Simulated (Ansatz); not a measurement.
# Sc3PbC (Pm-3m): the cell at rest

Task: relax Sc3PbC (Pm-3m) tightly.

Main program and level: Ansatz 0.2.0; DFT PBEsol, scalar-relativistic, plane waves, PAW; PAW set soft_1.

**1. The starting structure**

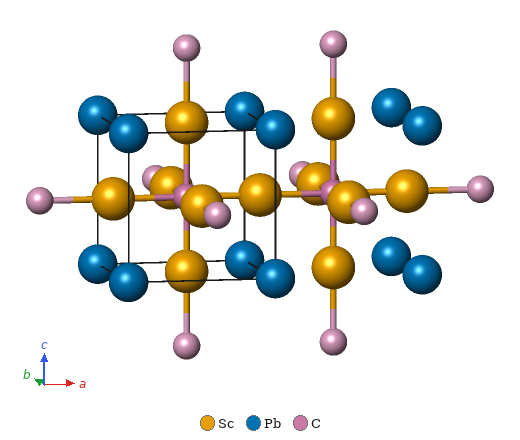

The starting structure, seen slightly off an axis (scandium orange, lead blue, carbon pink). 2×1×1 cells are drawn. Some periodic images of atoms are drawn too.

**2. A coarse first look**

First a cheap look: the gap decides the mesh and the occupations, the pressure tells how far the cell has to move.

input.yaml reads:

```yaml
crystal:
  lattice:
    - [4.55407219, 0.0, 0.0]
    - [0.0, 4.55407219, 0.0]
    - [0.0, 0.0, 4.55407219]
  atoms:
    - { symbol: Sc, position: [0.0, 0.5, 0.5] }
    - { symbol: Sc, position: [0.5, 0.5, 0.0] }
    - { symbol: Sc, position: [0.5, 0.0, 0.5] }
    - { symbol: Pb, position: [0.0, 0.0, 0.0] }
    - { symbol: C, position: [0.5, 0.5, 0.5] }
kpoints:
  mp_grid: { grid: [4, 4, 4] }
hamiltonian:
  xc: pbesol
  pseudopotentials: { kind: paw, azcp: { folder: soft_1 }, xc_functional: pbe }
scf:
  occupations: { method: gaussian, width: 0.1 }
output:
  forces: true
  stress: true
  eigenvalues: true
```

Command:

```
$ ansatz run input.yaml --threads 4 --pin off --max-ram 10240MiB --backend cpu --events-out ev --progress --plain --runs-dir out
```

Numbers of over 12 decimals in the logs are rounded to 6 here.

Output:

```text
Engine: ansatz 0.2.0, x86_64-unknown-linux-gnu
Pseudopotentials: kind: paw
Pseudopotential: Sc, paw, valence charge 11, recommended cutoff 420 eV (normal), soft_1/Sc.paw.azcp
Pseudopotential: Pb, paw, valence charge 14, recommended cutoff 420 eV (normal), soft_1/Pb.paw.azcp
Pseudopotential: C, paw, valence charge 4, recommended cutoff 420 eV (normal), soft_1/C.paw.azcp
Functional definition: PBEsol
[...]
k-point 0: bands = [... 22 lower, 10.9609, 10.9609, 11.4557, 11.4557, 11.4557, 12.9682, 12.9682, 12.9682, ... 1 higher]
  k-point 1: bands = [... 22 lower, 10.2422, 10.7974, 10.7974, 11.3919, 11.5957, 12.3240, 13.5402, 13.5402, ... 1 higher]
  k-point 2: bands = [... 22 lower, 10.0185, 10.3078, 10.3078, 11.7733, 12.0607, 12.9973, 13.4806, 13.9269, ... 1 higher]
  k-point 9: bands = [... 22 lower, 9.5974, 9.5974, 9.5974, 12.7984, 12.7984, 12.7984, 13.0908, 13.0908, ... 1 higher]
[key lines of the parts left out:]
SCF converged after 8 iterations
Free energy (F): -18341.708327 eV
Fermi energy:    11.981124 eV
P = ⅓ Tr σ = -3.0869 GPa (-30.869 kbar)
```

Wall time 1.6 s (4 threads of AMD EPYC 9R14 (Zen 4), shared host); peak memory 0.45 GiB.

This step gave:

```yaml
pressure: -3.087 GPa
volume_per_atom: 18.89 Å³
gap_on_the_k_mesh: 0 eV
```

The coarse mesh shows no gap and a pressure of -3.1 GPa.

**3. Bringing the structure to rest**

The cell and atoms are relaxed, since residual forces and stress would shift the frequencies.

input.yaml: that of step 2 with these lines changed.

```diff
@@ -12,3 +12,3 @@
 kpoints:
-  mp_grid: { grid: [4, 4, 4] }
+  mp_grid: { grid: [8, 8, 8] }
 hamiltonian:
@@ -22 +22,6 @@
   eigenvalues: true
+relax:
+  adjacent_minimum: "off"
+  f_tol: 0.005
+  max_steps: 80
+  cell: { stress_tol: 0.05 }
```

Output:

```text
[...]
Crystal: 5 atoms, lattice volume = 94.450 Å³
Basis set: ecut = 420 eV, 1839 PW (Γ), exchange–correlation on 64×64×64 points (8 copies of the dense FFT grid, shifted against one another)
Bands: 31, of which v1, the nominal top of the filled ones, is band 26 counted from 1 (25 counted from 0)
Symmetry: 48 space group operations
[...]
k-points: 35 of 512
[...]
SCF iter   1: F=—  HF=-18345.974878 eV  |F-HF|=—  |Δ(HF+E_count)|=         —  Δρ=7.48e-2  dr2=1.57e1  ethr=3.10e-3  ⟨swp⟩=5.4  Hψ=4642  notcnv=0
[...]
SCF iter   9: F=-18341.704443 eV  HF=-18341.704443 eV  |F-HF|=3.54e-9  |Δ(HF+E_count)|=   2.04e-8  Δρ=3.48e-6  dr2=1.21e-8  ethr=1.96e-10  ⟨swp⟩=9.4  Hψ=5063  notcnv=0
SCF 1 converged in 9 iterations: F = -18341.704443 eV  dr2 = 1.21e-8
[...]
relax step   1: F+E_penalty+E_count = -18341.70444298 eV  Δ(F+E_penalty+E_count) = +0.000e0 eV  max|allowed force component| = 1.351e-28 eV/Å  Δτ_max = 0.0000 Å  P = -3.087 GPa  Ω = 94.450 Å³  (9 SCF iters, dr2 threshold 1.00e-7 eV, accepted)
Crystal: 5 atoms, lattice volume = 89.949 Å³
Basis set: ecut = 420 eV, 1791 PW (Γ), exchange–correlation on 64×64×64 points (8 copies of the dense FFT grid, shifted against one another)
[...]
iter 1 solved again at ethr=2.12e-4 eV; its pass at ethr=3.10e-3 eV (dr2=1.08e-1 eV) is discarded
[...]
SCF iter   6: F=-18341.725239 eV  HF=-18341.725239 eV  |F-HF|=4.13e-8  |Δ(HF+E_count)|=   3.48e-7  Δρ=1.21e-5  dr2=1.31e-7  ethr=9.80e-10  ⟨swp⟩=8.0  Hψ=5018  notcnv=0
SCF 2 converged in 6 iterations: F = -18341.725239 eV  dr2 = 1.31e-7
[...]
relax step   2: F+E_penalty+E_count = -18341.72523899 eV  Δ(F+E_penalty+E_count) = -2.080e-2 eV  max|allowed force component| = 9.545e-30 eV/Å  Δτ_max = 0.0000 Å  P = +1.892 GPa  Ω = 89.949 Å³  energy of the carried Pulay correction = +1.091e-3 eV  (6 SCF iters, dr2 threshold 5.00e-7 eV, accepted)
Crystal: 5 atoms, lattice volume = 91.607 Å³
[...]
SCF iter   6: F=-18341.734002 eV  HF=-18341.734002 eV  |F-HF|=4.80e-9  |Δ(HF+E_count)|=   7.61e-8  Δρ=5.15e-6  dr2=2.23e-8  ethr=9.80e-10  ⟨swp⟩=6.0  Hψ=4394  notcnv=0
SCF 3 converged in 6 iterations: F = -18341.734002 eV  dr2 = 2.23e-8
[...]
relax step   3: F+E_penalty+E_count = -18341.73400208 eV  Δ(F+E_penalty+E_count) = -8.763e-3 eV  max|allowed force component| = 3.555e-29 eV/Å  Δτ_max = 0.0000 Å  P = -0.090 GPa  Ω = 91.607 Å³  energy of the carried Pulay correction = +6.830e-4 eV  (6 SCF iters, dr2 threshold 5.00e-7 eV, accepted)
[...]
relax step   4: F+E_penalty+E_count = -18341.73404265 eV  Δ(F+E_penalty+E_count) = -4.057e-5 eV  max|allowed force component| = 1.183e-29 eV/Å  Δτ_max = 0.0000 Å  P = -0.002 GPa  Ω = 91.531 Å³  energy of the carried Pulay correction = +7.016e-4 eV  (5 SCF iters, dr2 threshold 2.01e-8 eV, accepted)
[...]
SCF iter   5: F=-18341.733434 eV  HF=-18341.733434 eV  |F-HF|=1.82e-11  |Δ(HF+E_count)|=  1.09e-10  Δρ=1.24e-7  dr2=2.68e-11  ethr=1.00e-12  ⟨swp⟩=6.0  Hψ=3821  notcnv=0
SCF 5 converged in 5 iterations: F = -18341.733434 eV  dr2 = 2.68e-11
relax step   5: F+E_penalty+E_count = -18341.73343353 eV  Δ(F+E_penalty+E_count) = +6.091e-4 eV  max|allowed force component| = 7.047e-30 eV/Å  Δτ_max = 0.0000 Å  P = -0.011 GPa  Ω = 91.531 Å³  stress off target by 1.09e-2 GPa  SCF on the basis re-selected at this cell (its energy is not comparable with the rows above)  (5 SCF iters)
basis re-selected at this cell: Δ(F+E_penalty+E_count) = +6.091e-4 eV, ΔP = -0.008 GPa vs the last step (what re-selecting the basis moved, of the pressure what is left beyond the Pulay correction that the steps carried, after the strain that the cell walked since its last selection, with what the two solves' SCF thresholds leave and, on support functions, any second-order correction that the steps lacked; it is no m [...]
SCF converged after 5 iterations
Free energy (F): -18341.733434 eV
[...]
Internal energy: -18341.718910 eV  (E = F + TS)
E sigma→0 (E₀):  -18341.726172 eV
Entropy (-TS):   -0.014523 eV (-2.905 meV/atom)
Fermi energy:    12.411498 eV
[...]
--- Stress (GPa, compression-positive) ---
       -0.010943       0.000000      -0.000000
        0.000000      -0.010943      -0.000000
       -0.000000      -0.000000      -0.010943
  P = ⅓ Tr σ = -0.0109 GPa (-0.109 kbar)
--- Band table (eV; the first three rows and the last of 35) ---
  k-point 0: bands = [... 22 lower, 11.3745, 11.3745, 11.8725, 11.8725, 11.8725, 13.4628, 13.4628, 13.4628, ... 1 higher]
  k-point 1: bands = [... 22 lower, 11.4228, 11.4913, 11.6325, 11.6325, 11.9114, 12.8336, 13.6824, 13.6824, ... 1 higher]
  k-point 2: bands = [... 22 lower, 10.6809, 11.2091, 11.2091, 11.8185, 12.0149, 12.8106, 14.0426, 14.0426, ... 1 higher]
  k-point 34: bands = [... 22 lower, 10.0093, 10.0093, 10.0093, 13.2859, 13.2859, 13.2859, 13.5711, 13.5711, ... 1 higher]
--- Relaxed structure (4 steps of the walk, 4 accepted, 1 SCFs on fresh bases) ---
  F+E_penalty+E_count = -18341.73343353 eV   max|allowed force component| = 7.047e-30 eV/Å   (the final SCF, on the basis selected at the relaxed cell)
  cell:  # Å, volume = 91.5310 Å³
    - [4.506673, 0, 0]
    - [0, 4.506673, 0]
    - [0, 0, 4.506673]
  atoms:
    - { symbol: Sc, position: [0, 0.5, 0.5] }
    - { symbol: Sc, position: [0.5, 0.5, 0] }
    - { symbol: Sc, position: [0.5, 0, 0.5] }
    - { symbol: Pb, position: [0, 0, 0] }
    - { symbol: C, position: [0.5, 0.5, 0.5] }
```

The job ended after 5 s (4 threads; peak memory 0.55 GiB).

Relaxation path:

```
step  energy less that of the first step (eV)  largest force component (eV/Å)  pressure (GPa)  volume (Å³)
   1                                   0.0000                          0.0000           -3.09        94.45
   2                                  -0.0208                          0.0000            1.89        89.95
   3                                  -0.0296                          0.0000           -0.09        91.61
   4                                  -0.0296                          0.0000            0.00        91.53
  5*                                  -0.0290                          0.0000           -0.01        91.53
```

Relaxation steps marked * repeat the geometry before them on a plane-wave basis chosen anew for their cell, so energy and pressure can jump there.

The run keeps the 48 symmetry operations that it works with, so distortions that break them were not tested.

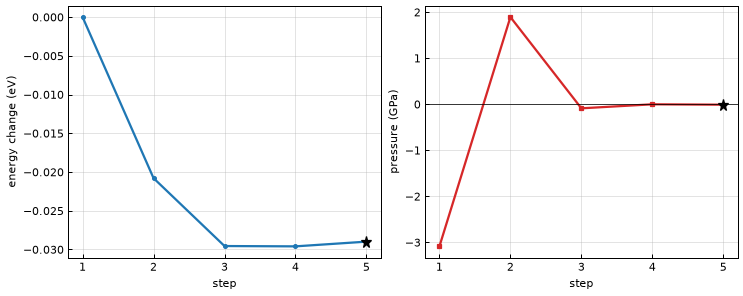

Energy and pressure along the relaxation. Stars mark steps on a basis chosen anew.

```
conventional cell, symmetrised  before  after  change
                         a (Å)   4.554  4.507  -1.0 %
                         b (Å)   4.554  4.507  -1.0 %
                         c (Å)   4.554  4.507  -1.0 %
              volume (Å³/atom)   18.89  18.31  -3.1 %
```

Final coordinates:

```xyz
5
Lattice="4.5067 0.0000 0.0000 0.0000 4.5067 0.0000 0.0000 0.0000 4.5067" Properties=species:S:1:pos:R:3 pbc="T T T"
Sc    0.0000    2.2533    2.2533
Sc    2.2533    2.2533    0.0000
Sc    2.2533    0.0000    2.2533
Pb    0.0000    0.0000    0.0000
C     2.2533    2.2533    2.2533
```

Numbers from this step:

```yaml
pressure: -0.01094 GPa
volume_per_atom: 18.31 Å³
```

In this step the volume went from 18.89 to 18.31 Å³/atom.

**4. Relaxing to small forces for the phonons**

Phonons need a cell at rest on their own settings, so the relaxation is repeated with tight tolerances on forces and stress on the k mesh and occupations of the first response run.

input.yaml, the sections that differ from step 3:

```yaml
crystal:
  lattice:
    - [4.5066730621, 0.0, 0.0]
    - [0.0, 4.5066730621, 0.0]
    - [0.0, 0.0, 4.5066730621]
  atoms:
    - { symbol: Sc, position: [0.0, 0.5, 0.5] }
    - { symbol: Sc, position: [0.5, 0.5, 0.0] }
    - { symbol: Sc, position: [0.5, 0.0, 0.5] }
    - { symbol: Pb, position: [0.0, 0.0, 0.0] }
    - { symbol: C, position: [0.5, 0.5, 0.5] }
scf:
  occupations: { method: methfessel_paxton, width: 0.2 }
relax:
  adjacent_minimum: "off"
  f_tol: 0.001
  max_steps: 60
  cell: { stress_tol: 0.01 }
# kpoints, hamiltonian, output: as in step 3
```

Output:

```text
[...]
Crystal: 5 atoms, lattice volume = 91.531 Å³
Basis set: ecut = 420 eV, 1791 PW (Γ), exchange–correlation on 64×64×64 points (8 copies of the dense FFT grid, shifted against one another)
Bands: 31, of which v1, the nominal top of the filled ones, is band 26 counted from 1 (25 counted from 0)
[... 1 set-up line as in the run before ...]
[...]
k-points: 35 of 512
[...]
--- Relaxed structure (3 steps of the walk, 3 accepted, 1 SCFs on fresh bases) ---
[...]
cell:  # Å, volume = 91.5101 Å³
    - [4.506330, 0, 0.0]
    - [0, 4.506330, 0]
    - [0, 0, 4.506330]
  atoms:
    - { symbol: Sc, position: [0, 0.5, 0.5] }
    - { symbol: Sc, position: [0.5, 0.5, 0] }
    - { symbol: Sc, position: [0.5, 0, 0.5] }
    - { symbol: Pb, position: [0, 0, 0] }
    - { symbol: C, position: [0.5, 0.5, 0.5] }
[key lines of the parts left out:]
SCF converged after 5 iterations
Free energy (F): -18341.728081 eV
Fermi energy:    12.414799 eV
P = ⅓ Tr σ = -0.0001 GPa (-0.001 kbar)
```

Run time: 3.9 s. Hardware: 4 threads; peak memory 0.53 GiB; 14 s of CPU time.

Little changed from the start: no atom moved by 0.005 Å and no cell edge by 0.1 %.

This step gave:

```yaml
pressure: -8.22e-5 GPa
volume_per_atom: 18.30 Å³
```

The forces vanish by symmetry and the pressure is 0.000 GPa, within the tolerances set. The cell now holds 18.30 Å³/atom.

**5. Outcome**

| Item | Value |
| --- | --- |
| space group after relaxation (within 0.01 Å) | Pm-3m |
| lattice constant a | 4.506 Å |
| lattice constant b | 4.506 Å |
| lattice constant c | 4.506 Å |
| volume per atom | 18.3 Å³ |

What this shows: The forces vanish by symmetry and the pressure is 0.000 GPa, within the tolerances set. The cell now holds 18.30 Å³/atom. The relaxation keeps the symmetry of its start, so it says nothing on stability against lower symmetry. The runs are without spin polarisation, although the cell has an odd electron count. Spin-orbit coupling is left out, which can matter for the heavy elements here. The PAW files were made for PBE and serve the other functionals too.

[Logs are printed without paths, hosts, clocks, repeated set-up lines and the standing remarks that a program may print on its own settings, such as how far it seeks lower states.]

[Hosts, paths, dates, database ids (printed as entryN), source tags and the programs' standing remarks are cut or masked in the printed files.]
